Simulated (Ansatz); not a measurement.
## A computed series for PtS: pressure series

Take PtS (space group P4_2/m, No. 84; a = 6.3973 Å, c = 6.5735 Å; a cell from a computed database, its experimental status unchecked) as the base.

Cell and atoms are relaxed at each pressure.

Level of theory: plane-wave PAW DFT at the PBEsol level (Ansatz, a program for electronic structure, 420 eV), without spin-orbit coupling.

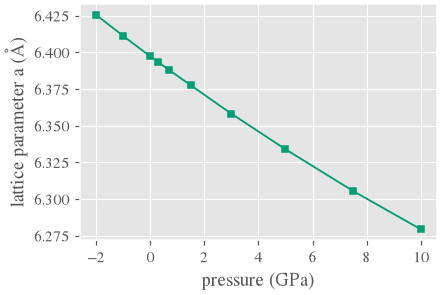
Fig. 1. Lattice parameter a against pressure

From the plot, what is the lattice parameter a for pressure 3 GPa?

About 6.36 Å.

Is the trend monotonic over the range shown?

Yes, it falls throughout, spanning 11.866 bohr to 12.143 bohr.

Load acts through the strain it causes; cell and atoms are relaxed under it. Stability against distortions was not tested. Competing high-pressure phases were not computed.
